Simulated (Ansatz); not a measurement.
# Vibrations of species on W(110)

Aim: bond lengths and vibrational modes of species bound on W(110).

Program: Ansatz 0.2.0. Level of theory: DFT PBE, scalar-relativistic, plane waves, PAW; PAW set soft_1. Results are calculated unless marked as measured.

### Step 1. The bulk crystal behind the slab

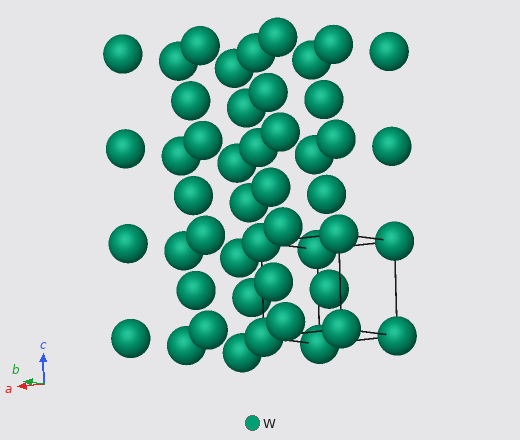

Start, viewed from a free direction; tungsten teal. 2×2×3 cells are drawn. This picture shows the conventional cell, with its axes. Some periodic images of atoms are drawn too.

### Step 2. Relaxation of the host

The host crystal is relaxed at the same level, and its volume sets the scale of the cells that follow.

Input file input.yaml:

```yaml
crystal:
  lattice:
    - [-1.585, 1.585, 1.585]
    - [1.585, -1.585, 1.585]
    - [1.585, 1.585, -1.585]
  atoms:
    - { symbol: W, position: [0.0, 0.0, 0.0] }
kpoints:
  mp_grid: { grid: [22, 22, 22] }
hamiltonian:
  xc: pbe
  pseudopotentials: { kind: paw, azcp: { folder: soft_1 } }
scf:
  occupations: { method: methfessel_paxton, width: 0.15 }
output:
  forces: true
  stress: true
  eigenvalues: true
relax:
  adjacent_minimum: "off"
  f_tol: 0.002
  max_steps: 60
  cell: { stress_tol: 0.02 }
```

Run with:

```
$ ansatz run input.yaml --threads 8 --pin off --max-ram 20480MiB --backend cpu --events-out ev --progress --plain --runs-dir out
```

Numbers of over 12 decimals in the logs are rounded to 6 here.

What it wrote:

```text
The last accepted step is kept in <dir> (removed where the run ends without a failure and the disk answers)
Engine: ansatz 0.2.0, aarch64-unknown-linux-gnu
Pseudopotentials: kind: paw
Pseudopotential: W, paw, valence charge 14, recommended cutoff 420 eV (normal), soft_1/W.paw.azcp
Functional definition: PBE
  parameter kappa = 0.804
  parameter beta = 0.066725
  exchange = pbe_x(kappa = kappa, mu = beta*pi^2/3)
[...]
--- Relaxed structure (4 steps of the walk, 3 accepted, 1 SCFs on fresh bases) ---
  F+E_penalty+E_count = -10385.91896794 eV   max|allowed force component| = 0.000e0 eV/Å   (the final SCF, on the basis selected at the relaxed cell)
  cell:  # Å, volume = 16.1449 Å³
    - [-1.592179, 1.592179, 1.592179]
    - [1.592179, -1.592179, 1.592179]
    - [1.592179, 1.592179, -1.592179]
  atoms:
    - { symbol: W, position: [0.0, 0.0, 0.0] }
[key lines of the parts left out:]
SCF converged after 5 iterations
Free energy (F): -10385.918968 eV
Fermi energy:    21.956328 eV
P = ⅓ Tr σ = 0.0050 GPa (0.050 kbar)
```

The job ended after 4.4 s (8 threads of Arm Neoverse N1, shared host; peak memory 0.36 GiB).

The steps of the relaxation:

```csv
step,energy less that of the first step (eV),largest force component (eV/Å),pressure (GPa),volume (Å³)
1,0.0000,0.0000,4.24,15.93
2,0.0181,0.0000,-10.45,16.75
3,-0.0027,0.0000,-0.24,16.16
4,-0.0027,0.0000,0.00,16.14
5*,-0.0028,0.0000,0.01,16.14
```

Relaxation steps marked * repeat the geometry before them on a plane-wave basis chosen anew for their cell, so energy and pressure can jump there. Relaxation step 2 was tried and not accepted.

```csv
"conventional cell, symmetrised",before,after,change
a (Å),3.170,3.184,+0.5 %
b (Å),3.170,3.184,+0.5 %
c (Å),3.170,3.184,+0.5 %
volume (Å³/atom),15.93,16.14,+1.4 %
```

Final coordinates:

```
W
1.0
    -1.59218    1.59218    1.59218
     1.59218   -1.59218    1.59218
     1.59218    1.59218   -1.59218
W
1
Direct
  0.00000 0.00000 0.00000
```

This step gave:

- pressure: 0.005022 GPa
- volume per atom: 16.14 Å³
- gap on the k-mesh: 0 eV

The forces vanish by symmetry.

The cell grew by 1.4 % in volume.

### Step 3. Letting the atoms settle: N at the threefold hollow site, 1 monolayer

The slab carries N at the threefold hollow site, 1 monolayer. Its plane takes the lattice constant of the bulk relaxed at this level. The lowest layers are held, and the other atoms relax. The program lengthens the typed cell of 23.2 Å along the normal to 40.0 Å, as its cut-off of the electrostatics needs, and moves no atom.

System of this step: N at the threefold hollow site, 1 monolayer on W(110). The cell holds 5 atoms: 4 W and 1 N. Its edges and angles: a = 3.184 Å, b = 2.758 Å, c = 39.991 Å, α = 90.0°, β = 90.0°, γ = 54.7°. It derives from W. Vacuum lies along c.

Input file input.yaml:

```yaml
crystal:
  lattice:
    - [3.1843584701, 0.0, 0.0]
    - [1.5921792351, 2.2516829784, 0.0]
    - [0.0, 0.0, 23.1635960934]
  atoms:
    - { symbol: W, position: [0.5, 0.0, 0.32525] }
    - { symbol: W, position: [0.0, 0.0, 0.422458] }
    - { symbol: W, position: [0.5, 0.0, 0.519666] }
    - { symbol: W, position: [0.0, 0.0, 0.616874] }
    - { symbol: "N", position: [0.375, 0.25, 0.67475] }
  periodic: [true, true, false]
kpoints:
  mp_grid: { grid: [12, 12, 1] }
hamiltonian:
  xc: pbe
  pseudopotentials: { kind: paw, azcp: { folder: soft_1 } }
scf:
  occupations: { method: methfessel_paxton, width: 0.15 }
output:
  forces: true
  eigenvalues: true
relax:
  adjacent_minimum: "off"
  f_tol: 0.003
  max_steps: 120
  constraints: [{ sites: [0, 1] }]
```

What it wrote:

```text
Warning: crystal.periodic: the lattice vector that does not repeat stood 0.000° off the slab's normal, 23.164 Å along it as the deck builds it. The run solves the slab on a vector along the normal, 39.991 Å long, with every atom where it was (on the deck's vector they left 15.07 Å outside them, and the widest stretch free of ions among them is 2.25 Å). A fractional position that the run reports is one of the run's ce [...]
[...]
crystal.periodic: the lattice vector that does not repeat stood 0.000° off the slab's normal, 23.164 Å along it as the deck builds it. The run solves the slab on a vector along the normal, 39.991 Å long, with every atom where it was (on the deck's vector they left 15.07 Å outside them, and the widest stretch free of ions among them is 2.25 Å). A fractional position that the run reports is one of the run's cell, which [...]
[...]
Crystal: 5 atoms, lattice volume = 286.745 Å³
Basis set: ecut = 420 eV, 5687 PW (Γ), exchange–correlation on 48×40×540 points (8 copies of the dense FFT grid, shifted against one another)
Bands: 37, of which v1, the nominal top of the filled ones, is band 31 counted from 1 (30 counted from 0)
Symmetry: 2 space group operations
[...]
k-points: 43 of 144 (time reversal used)
[...]
SCF iter   1: F=—  HF=-41927.888104 eV  |F-HF|=—  |Δ(HF+E_count)|=         —  Δρ=5.60e-2  dr2=7.03e1  ethr=3.10e-3  ⟨swp⟩=11.9  Hψ=11282  notcnv=0
[...]
SCF iter  12: F=-41924.953719 eV  HF=-41924.953719 eV  |F-HF|=3.09e-8  |Δ(HF+E_count)|=   1.17e-7  S|Δr|=    0.00e0  Δρ=2.74e-6  dr2=3.84e-8  ethr=3.69e-10  ⟨swp⟩=19.2  Hψ=13318  notcnv=0
SCF 1 converged in 12 iterations: F = -41924.953719 eV  dr2 = 3.84e-8
[...]
relax step   1: F+E_penalty+E_count = -41924.95371931 eV  Δ(F+E_penalty+E_count) = +0.000e0 eV  max|allowed force component| = 4.532e0 eV/Å  Δτ_max = 0.0000 Å  (12 SCF iters, dr2 threshold 2.25e-7 eV, accepted)
[...]
SCF iter   6: F=-41925.645324 eV  HF=-41925.645312 eV  |F-HF|=1.19e-5  |Δ(HF+E_count)|=   8.02e-5  S|Δr|=    0.00e0  Δρ=7.04e-5  dr2=1.22e-5  ethr=1.64e-7  ⟨swp⟩=17.4  Hψ=12204  notcnv=0
SCF 2 converged in 6 iterations: F = -41925.645324 eV  dr2 = 1.22e-5
relax step   2: F+E_penalty+E_count = -41925.64532377 eV  Δ(F+E_penalty+E_count) = -6.916e-1 eV  max|allowed force component| = 3.855e-1 eV/Å  Δτ_max = 0.1912 Å  (6 SCF iters, dr2 threshold 1.00e-4 eV, accepted)
[...]
SCF iter   1: F=—  HF=-41925.641888 eV  |F-HF|=—  |Δ(HF+E_count)|=         —  Δρ=8.51e-3  dr2=5.84e-1  ethr=9.03e-4  ⟨swp⟩=2.5  Hψ=8041  notcnv=0  defer=50
eigensolver tolerance schedule calibrated: the retry pair's looser diagonalisation under-reported the residual by θ = 0.06 (0.11/decade); ethr = c·dr2/N_el runs at the constant in force after the calibration composes with the one it found (an armed cap, an earlier calibration), c = 8.7e-2
[...]
SCF iter   2: F=—  HF=-41925.615155 eV  |F-HF|=—  |Δ(HF+E_count)|=   2.67e-2  S|Δr|=    0.00e0  Δρ=4.24e-3  dr2=4.42e-1  ethr=8.35e-4  ⟨swp⟩=3.7  Hψ=3307  notcnv=0  defer=50
[...]
SCF iter   8: F=-41925.595912 eV  HF=-41925.595912 eV  |F-HF|=2.08e-7  |Δ(HF+E_count)|=   2.44e-6  S|Δr|=    0.00e0  Δρ=4.79e-6  dr2=1.70e-7  ethr=1.38e-9  ⟨swp⟩=4.9  Hψ=7177  notcnv=0
SCF 3 converged in 8 iterations: F = -41925.595912 eV  dr2 = 1.70e-7
relax step   3: F+E_penalty+E_count = -41925.59591232 eV  Δ(F+E_penalty+E_count) = +4.941e-2 eV  max|allowed force component| = 1.097e0 eV/Å  Δτ_max = 0.1671 Å  (8 SCF iters, dr2 threshold 9.29e-6 eV, rejected (line search))
[...]
relax step   4: F+E_penalty+E_count = -41925.65452421 eV  Δ(F+E_penalty+E_count) = -9.200e-3 eV  max|allowed force component| = 8.662e-2 eV/Å  Δτ_max = 0.0583 Å  (9 SCF iters, dr2 threshold 1.00e-7 eV, accepted)
[...]
relax step   5: F+E_penalty+E_count = -41925.65458038 eV  Δ(F+E_penalty+E_count) = -5.617e-5 eV  max|allowed force component| = 7.408e-2 eV/Å  Δτ_max = 0.0205 Å  (5 SCF iters, dr2 threshold 4.69e-7 eV, accepted)
[...]
relax step   6: F+E_penalty+E_count = -41925.65540898 eV  Δ(F+E_penalty+E_count) = -8.286e-4 eV  max|allowed force component| = 3.114e-3 eV/Å  Δτ_max = 0.0141 Å  (6 SCF iters, dr2 threshold 3.43e-7 eV, accepted)
[...]
relax step   7: F+E_penalty+E_count = -41925.65540904 eV  Δ(F+E_penalty+E_count) = -5.584e-8 eV  max|allowed force component| = 3.233e-3 eV/Å  Δτ_max = 0.0000 Å  (3 SCF iters, accepted)
SCF iter   1: F=—  HF=-41925.655357 eV  |F-HF|=—  |Δ(HF+E_count)|=         —  Δρ=3.17e-5  dr2=2.98e-6  ethr=5.51e-8  ⟨swp⟩=2.8  Hψ=3152  notcnv=0
[...]
SCF iter   5: F=-41925.655410 eV  HF=-41925.655410 eV  |F-HF|=1.40e-8  |Δ(HF+E_count)|=   2.65e-8  S|Δr|=    0.00e0  Δρ=4.56e-7  dr2=2.43e-9  ethr=1.48e-11  ⟨swp⟩=10.7  Hψ=8538  notcnv=0
SCF 8 converged in 5 iterations: F = -41925.655410 eV  dr2 = 2.43e-9
relax step   8: F+E_penalty+E_count = -41925.65540968 eV  Δ(F+E_penalty+E_count) = -6.370e-7 eV  max|allowed force component| = 2.046e-4 eV/Å  Δτ_max = 0.0006 Å  (5 SCF iters, accepted)
SCF converged after 5 iterations
[...]
Free energy (F): -41925.655410 eV
[...]
Internal energy: -41925.659452 eV  (E = F + TS)
E sigma→0 (E₀):  -41925.656420 eV
Entropy (-TS):   0.004043 eV (0.809 meV/atom)
Fermi energy:    -5.663546 eV
[...]
--- Forces (eV/Å), atoms counted from 1 ---
  atom   1  W     -0.00000000    -0.00019194     0.70393264
  atom   2  W      0.00000000     0.00009410    -0.70412151
  atom   3  W      0.00000000     0.00012385     0.00020456
  atom   4  W      0.00000000     0.00012112    -0.00015135
  atom   5  N     -0.00000000    -0.00014679     0.00013772
  max |Σ_I F_I| component: 2.05e-6 eV/Å
--- Band table (eV; the first three rows and the last of 43) ---
  k-point 0: bands = [... 27 lower, -6.9738, -6.8369, -6.6925, -5.7704, -5.4749, -4.5758, -3.8318, -3.7568, ... 2 higher]
  k-point 1: bands = [... 27 lower, -6.9751, -6.8024, -6.6289, -6.0424, -5.8511, -4.9170, -4.4982, -4.1668, ... 2 higher]
  k-point 2: bands = [... 27 lower, -6.8914, -6.8606, -6.7185, -5.9583, -5.8945, -5.6341, -5.2339, -5.0854, ... 2 higher]
  k-point 42: bands = [... 27 lower, -7.3914, -7.1824, -6.6603, -6.4476, -5.4597, -4.4233, -3.9840, -3.5401, ... 2 higher]
--- Relaxed structure (8 steps of the walk, 7 accepted, 0 SCFs on fresh bases) ---
  F+E_penalty+E_count = -41925.65540968 eV   max|allowed force component| = 2.046e-4 eV/Å
  cell:  # Å, volume = 286.7446 Å³
    - [3.1843584701, -3.535522752937457e-11, 0.0]
    - [1.592179235075, 2.251683, 0.0]
    - [0.0, 0.0, 39.991354]
  atoms:
    - { symbol: W, position: [0.500000, 0, 0.188390] }
    - { symbol: W, position: [0.0, 0.0, 0.244694] }
    - { symbol: W, position: [0.502060, -0.00411987, 0.301036] }
    - { symbol: W, position: [0.011546, -0.023093, 0.358889] }
    - { symbol: N, position: [0.389553, 0.220893, 0.385026] }
```

Wall time 91 s (8 threads); peak memory 0.97 GiB.

This run has no spin polarisation although its electron count is odd.

The steps of the relaxation:

```csv
step,energy less that of the first step (eV),largest force component (eV/Å)
1,0.0000,4.5320
2,-0.6916,0.3855
3,-0.6422,1.0968
4,-0.7008,0.0866
5,-0.7009,0.0741
6,-0.7017,0.0031
7,-0.7017,0.0032
8,-0.7017,0.0002
```

Relaxation step 3 was tried and not accepted.

The run keeps the 2 symmetry operations that it works with, so distortions that break them were not tested.

The atoms that moved most (Å):

```csv
atom,dx,dy,dz,length
N5,0.000,-0.066,-0.232,0.241
W4,0.000,-0.052,0.063,0.082
W3,0.000,-0.009,0.001,0.009
```

Final coordinates:

```xyz
5
Lattice="3.1844 0.0000 0.0000 1.5922 2.2517 0.0000 0.0000 0.0000 39.9914" Properties=species:S:1:pos:R:3
W     1.5922    0.0000    7.5340
W     0.0000    0.0000    9.7856
W     1.5922   -0.0093   12.0388
W     0.0000   -0.0520   14.3524
N     1.5922    0.4974   15.3977
```

The largest force component left on a free atom is 0.20 meV/Å.

### Step 4. Force constants among chosen sites: N at the threefold hollow site, 1 monolayer

Only 2 sites are displaced (1 W and 1 N), with their periodic images, and all others stay at rest. This gives the modes that are localised on these sites for less work than the whole matrix.

input.yaml, the sections that differ from step 3:

```yaml
crystal:
  lattice:
    - [3.1843584701, 0.0, 0.0]
    - [1.5921792351, 2.2516829784, 0.0]
    - [0.0, 0.0, 39.9913536693]
  atoms:
    - { symbol: W, position: [0.5, 0.0, 0.1883897127] }
    - { symbol: W, position: [0.0, 0.0, 0.2446940546] }
    - { symbol: W, position: [0.5020599337, -0.0041198675, 0.3010355535] }
    - { symbol: W, position: [0.0115463798, -0.0230927596, 0.3588885895] }
    - { symbol: "N", position: [0.389553491, 0.2208930179, 0.3850257506] }
  periodic: [true, true, false]
output:
  eigenvalues: true
phonons:
  method: fd
  supercell: [1, 1, 1]
  displaced_sites: [3, 4]
  rigid_motions: translations
# kpoints, hamiltonian, scf: as in step 3
# relax: removed
```

What it wrote:

```text
[...]
Crystal: 5 atoms, lattice volume = 286.745 Å³
Basis set: ecut = 420 eV, 5687 PW (Γ), exchange–correlation on 48×40×540 points (8 copies of the dense FFT grid, shifted against one another)
Bands: 37, of which v1, the nominal top of the filled ones, is band 31 counted from 1 (30 counted from 0)
Symmetry: 2 space group operations
k-points: 43 of 144 (time reversal used)
[...]
SCF iter   1: F=—  HF=-41928.813416 eV  |F-HF|=—  |Δ(HF+E_count)|=         —  Δρ=5.83e-2  dr2=5.14e1  ethr=3.10e-3  ⟨swp⟩=12.3  Hψ=11390  notcnv=0
[...]
SCF iter  14: F=-41925.655410 eV  HF=-41925.655410 eV  |F-HF|=1.46e-10  |Δ(HF+E_count)|=   2.29e-9  S|Δr|=    0.00e0  Δρ=3.96e-8  dr2=4.45e-12  ethr=1.00e-12  ⟨swp⟩=20.6  Hψ=11547  notcnv=0
SCF 1 converged in 14 iterations: F = -41925.655410 eV  dr2 = 4.45e-12
[...]
SCF iter   8: F=-41925.655373 eV  HF=-41925.655373 eV  |F-HF|=2.91e-10  |Δ(HF+E_count)|=  6.84e-10  S|Δr|=    0.00e0  Δρ=2.81e-8  dr2=2.00e-12  ethr=1.00e-12  ⟨swp⟩=11.5  Hψ=11324  notcnv=0
SCF 2 converged in 8 iterations: F = -41925.655373 eV  dr2 = 2.00e-12
[...]
SCF iter   5: F=-41925.655372 eV  HF=-41925.655372 eV  |F-HF|=2.91e-11  |Δ(HF+E_count)|=  2.33e-10  S|Δr|=    0.00e0  Δρ=1.06e-8  dr2=5.19e-13  ethr=1.00e-12  ⟨swp⟩=9.1  Hψ=9068  notcnv=0
SCF 3 converged in 5 iterations: F = -41925.655372 eV  dr2 = 5.19e-13
Symmetry: 1 space group operations
k-points: 74 of 144 (time reversal used)
[...]
SCF iter   9: F=-41925.655361 eV  HF=-41925.655361 eV  |F-HF|=1.16e-10  |Δ(HF+E_count)|=   3.12e-9  S|Δr|=    0.00e0  Δρ=1.83e-8  dr2=1.73e-12  ethr=1.00e-12  ⟨swp⟩=11.6  Hψ=19889  notcnv=0
SCF 4 converged in 9 iterations: F = -41925.655361 eV  dr2 = 1.73e-12
[...]
SCF iter   6: F=-41925.655361 eV  HF=-41925.655361 eV  |F-HF|=9.46e-11  |Δ(HF+E_count)|=  5.82e-11  S|Δr|=    0.00e0  Δρ=8.81e-9  dr2=6.20e-13  ethr=1.00e-12  ⟨swp⟩=11.1  Hψ=19064  notcnv=0
SCF 5 converged in 6 iterations: F = -41925.655361 eV  dr2 = 6.20e-13
[...]
SCF iter   8: F=-41925.655378 eV  HF=-41925.655378 eV  |F-HF|=3.35e-10  |Δ(HF+E_count)|=   2.74e-9  S|Δr|=    0.00e0  Δρ=2.55e-8  dr2=4.03e-12  ethr=1.00e-12  ⟨swp⟩=10.9  Hψ=12402  notcnv=0
SCF 6 converged in 8 iterations: F = -41925.655378 eV  dr2 = 4.03e-12
[...]
SCF iter   6: F=-41925.655379 eV  HF=-41925.655379 eV  |F-HF|=3.64e-10  |Δ(HF+E_count)|=  1.75e-10  S|Δr|=    0.00e0  Δρ=2.73e-8  dr2=3.77e-12  ethr=1.00e-12  ⟨swp⟩=11.2  Hψ=10799  notcnv=0
SCF 7 converged in 6 iterations: F = -41925.655379 eV  dr2 = 3.77e-12
[...]
SCF iter   8: F=-41925.655369 eV  HF=-41925.655369 eV  |F-HF|=9.46e-11  |Δ(HF+E_count)|=   2.76e-9  S|Δr|=    0.00e0  Δρ=2.54e-8  dr2=2.82e-12  ethr=1.00e-12  ⟨swp⟩=11.7  Hψ=20233  notcnv=0
SCF 8 converged in 8 iterations: F = -41925.655369 eV  dr2 = 2.82e-12
[...]
SCF iter   6: F=-41925.655368 eV  HF=-41925.655368 eV  |F-HF|=5.82e-11  |Δ(HF+E_count)|=  2.40e-10  S|Δr|=    0.00e0  Δρ=1.55e-8  dr2=1.66e-12  ethr=1.00e-12  ⟨swp⟩=11.6  Hψ=19944  notcnv=0
SCF 9 converged in 6 iterations: F = -41925.655368 eV  dr2 = 1.66e-12
SCF converged after 14 iterations
[...]
Free energy (F): -41925.655410 eV
[...]
Internal energy: -41925.659452 eV  (E = F + TS)
E sigma→0 (E₀):  -41925.656420 eV
Entropy (-TS):   0.004043 eV (0.809 meV/atom)
Fermi energy:    -5.663555 eV
[...]
--- Forces (eV/Å), atoms counted from 1 ---
  atom   1  W     -0.00000000    -0.00019193     0.70392727
  atom   2  W      0.00000000     0.00009371    -0.70408868
  atom   3  W      0.00000000     0.00012447     0.00017344
  atom   4  W      0.00000000     0.00012377    -0.00014832
  atom   5  N     -0.00000000    -0.00014976     0.00013528
  max |Σ_I F_I| component: 9.99e-7 eV/Å
--- Band table (eV; the first three rows and the last of 43) ---
  k-point 0: bands = [... 27 lower, -6.9738, -6.8369, -6.6925, -5.7705, -5.4749, -4.5758, -3.8318, -3.7568, ... 2 higher]
  k-point 1: bands = [... 27 lower, -6.9751, -6.8024, -6.6289, -6.0424, -5.8511, -4.9170, -4.4982, -4.1668, ... 2 higher]
  k-point 2: bands = [... 27 lower, -6.8914, -6.8606, -6.7185, -5.9583, -5.8945, -5.6341, -5.2339, -5.0854, ... 2 higher]
  k-point 42: bands = [... 27 lower, -7.3914, -7.1824, -6.6603, -6.4476, -5.4597, -4.4233, -3.9840, -3.5401, ... 2 higher]
--- Phonons: 8 displaced members + reference (amplitude 0.0025 Å, Σ member SCF iterations 56) ---
  symmetry images taken by strict's conditions (phonons.symmetry_images: auto; settled by no image being taken that strict refuses)
  force constants formed among 2 of 5 sites (W 3, N 4); the other 3 at rest. The modes move the named sites alone.
  the frequencies, the zero-point energy and the sums are of the block with the acoustic sum rule laid on its rows. Row sums over every site: 2.2e-4 eV/Å² at the most
  transpose residual: 2.5e-4 eV/Å²
  largest component of a force at the reference: 1.5e-4 eV/Å on a named site, 7.0e-1 eV/Å on a site at rest
  frequencies among the named sites at Γ of the cell (cm⁻¹): 45.38 56.51 110.25 404.42 438.52 627.21
  unstable modes among the named sites: 0
  frequencies as built, with no sum rule (cm⁻¹): 45.38 56.51 110.25 404.42 438.52 627.21
  zero-point energy: 0.104289 eV/cell   skipped modes (ω ≤ 0): 0
  not written: the harmonic force-constant file, the file of eigenvectors (these modes' are written with the force constants), the density of states and the dispersion, which are of every site
```

Elapsed: 2.1 min, on 8 threads; peak memory 1.2 GiB.

Reading the cycles: dr2 is the Hartree energy of the density residual (eV), the measure of convergence; HF is the Harris–Foulkes estimate of the energy, which meets the free energy F at convergence.

The other atoms of the cell are at rest; shares are of the kinetic energy, a minus sign marks an imaginary mode, and where like sites share a mode the one named is one choice of several. Modes of the displaced sites:

```csv
mode,frequency (cm⁻¹),share of W (%),share of N (%),site with the largest share,its share (%)
1,45.4,93,7,W4,93
2,56.5,96,4,W4,96
3,110.2,94,6,W4,94
4,404.4,4,96,N5,96
5,438.5,7,93,N5,93
6,627.2,7,93,N5,93
```

The same force constants with another mass on the added atoms, against the natural mean mass; listed are the real modes with at least half of their motion on these atoms, followed through small steps of mass, less those that pass through avoided crossings, where the squared overlap of new and old mass-weighted patterns is under 0.8. Modes after a change of mass:

```csv
substitution,mode,frequency (cm⁻¹),after (cm⁻¹),ratio
15N,4,404.4,391.4,1.033
15N,5,438.5,424.8,1.032
15N,6,627.2,607.6,1.032
```

The highest mode of the block lies at 627.2 cm⁻¹; the acoustic sum rule moved it by 0.0 cm⁻¹.

(Continued in part 2 of 2.)

[Logs are printed without paths, hosts, clocks, repeated set-up lines and the standing remarks that a program may print on its own settings, such as how far it seeks lower states.]

[Hosts, paths, dates, database ids (printed as entryN), source tags and the programs' standing remarks are cut or masked in the printed files.]
